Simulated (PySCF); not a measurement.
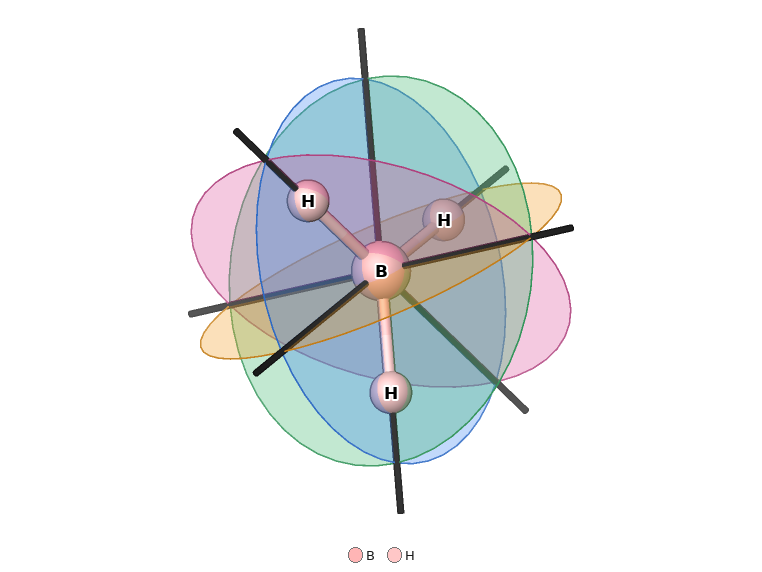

All proper rotation axes (lines) and mirror planes (discs) of the structure are drawn in. Distant atoms are faded towards the background colour. The geometry was computed by an optimisation with PBE0-D3(BJ)/def2-SVP. No frequency run is at hand to confirm it as a minimum.

> Name the symmetry elements and the point group.

It has 1 C3 axis, 3 C2 axes, 1 S3 axis and 4 mirror planes. Point group D3h. The group has 12 operations. The geometry is achiral, and symmetry forbids a dipole moment.
